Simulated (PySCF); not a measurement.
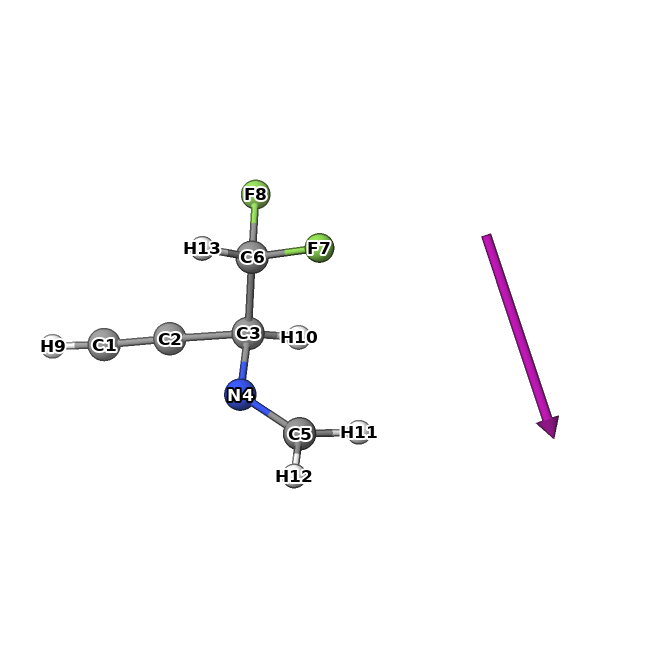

The arrow beside the molecule shows the direction of the dipole moment, from the negative to the positive end (its length means nothing). Geometry: a frame of a GFN2-xTB molecular-dynamics simulation, not a minimum. Method: PBE0/pcSseg-1, gas phase (PySCF 2.14.0).

Q: Estimate the dipole moment.

A: 1.91 D; it points from the side of F8 to the side of H12 (the outermost atoms at the two ends).
